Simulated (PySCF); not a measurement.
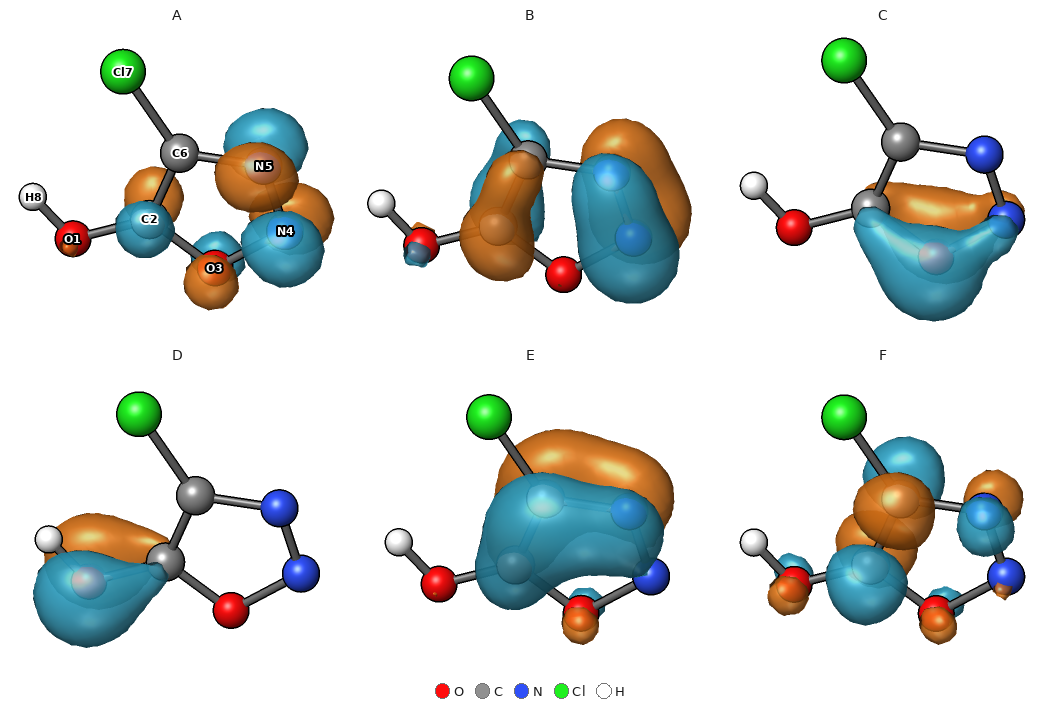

Figure. C2HClN2O2, SMILES `Oc1onnc1Cl`. Natural orbitals of the π active space, CASSCF(8,6), singlet state, in random order.

Method: def2-SVP basis; geometry: GFN2-xTB; program: PySCF. No frequency check shows the geometry to be a minimum. GFN2-xTB bond lengths at metals and heavier atoms can be off by up to 0.1 Å and shapes distorted, which carries into these values.

Input

```python
import numpy as np
from pyscf import gto, scf, dft, mcscf, mrpt
from pyscf.mcscf import avas

def solve(mol, dm0=None, hcore=None):
    mf = scf.ROHF(mol) if mol.spin else scf.RHF(mol)
    mf = mf.density_fit(auxbasis='def2-universal-jkfit')
    mf.conv_tol, mf.max_cycle = 1e-8, 80
    if hcore is not None:
        mf.get_hcore = lambda *args: hcore
    mf.kernel(dm0)
    if not mf.converged:
        mf = mf.newton().run(mf.mo_coeff, mf.mo_occ, max_cycle=30)
    assert mf.converged, 'SCF not converged'
    return mf

mol = gto.M(atom='''
O      0.52447    -2.01732     0.00000
C      0.63402    -0.70107     0.00000
O      1.82423    -0.12150     0.00000
N      1.60029     1.24687     0.00000
N      0.37675     1.47494     0.00000
C     -0.31239     0.31683     0.00000
Cl    -2.00872     0.15494     0.00000
H     -0.41030    -2.27071     0.00000
''', basis='def2-svp', charge=0, spin=0, verbose=4)
mf = solve(mol)
ncas, nel, orbs = avas.avas(mf, ['C 2pz', 'N 2pz', 'O 2pz'], threshold=0.5, openshell_option=3)
print('active space', nel, ncas)
assert 2 <= ncas <= 10, 'active space too large or empty'
mc = mcscf.CASSCF(mf, ncas, nel)
mc.natorb, mc.max_cycle_macro = True, 60
mc.fix_spin_(ss=mol.spin / 2 * (mol.spin / 2 + 1))
mc.kernel(orbs)
occ = mc.mo_occ[mc.ncore:mc.ncore + ncas]
print('natural occupations', occ.round(4))
e2 = mrpt.NEVPT(mc).kernel()
out = dict(c=mc.mo_coeff[:, mc.ncore:mc.ncore + ncas], occ=occ, e=mc.e_tot, e2=e2, ehf=mf.e_tot, ok=mc.converged, nel=nel, w0=abs(mc.ci).max() ** 2, dm=mc.make_rdm1())
# the other spin state at the same geometry
other = mol.copy().set(spin=2).build()
mo = scf.ROHF(other).density_fit(auxbasis='def2-universal-jkfit').run()
na = (nel + other.spin) // 2
m2 = mcscf.CASSCF(mo, ncas, (na, nel - na))
m2.natorb = True
m2.fix_spin_(ss=other.spin / 2 * (other.spin / 2 + 1))
m2.kernel(mc.mo_coeff)
e2o = mrpt.NEVPT(m2).kernel()
print('other state above this one / eV: CASSCF', (m2.e_tot - mc.e_tot) * 27.211386, 'NEVPT2', (m2.e_tot + e2o - mc.e_tot - e2) * 27.211386)
np.savez('result.npz', eo=m2.e_tot, e2o=e2o, oko=m2.converged, occo=m2.mo_occ[mc.ncore:mc.ncore + ncas], co=m2.mo_coeff[:, mc.ncore:mc.ncore + ncas], **out)
```

Launched as:

```sh
OMP_NUM_THREADS=1 python input.py
```

The run took 9.1 min on 1 thread of Arm Neoverse V1 (shared host), peak memory 0.37 GiB.

> Which orbitals are strongly, which singly and which weakly occupied?

Strongly: D (2.00), C (1.99), E (1.95), B (1.90). Weakly: A (0.10), F (0.05). Broadly, orbitals with more nodes between bonded atoms hold fewer electrons.

> How multiconfigurational is the state?

The leading determinant weighs 0.93; the effective number of unpaired electrons, Σ n²(2−n)², is 0.09; the most occupied of the weakly occupied orbitals holds 0.10 e, as in an ordinary closed-shell π system. The active space lowers the energy by 1.63 eV against Hartree–Fock.

> Where does the lowest triplet lie relative to the singlet, at this geometry and within this active space?

4.63 eV above it by strongly contracted NEVPT2 (+4.20 eV by CASSCF); a small basis tends to put such gaps a few tenths of an eV too high. This is a vertical energy for π states alone; a state that uses lone pairs or σ orbitals may lie lower.
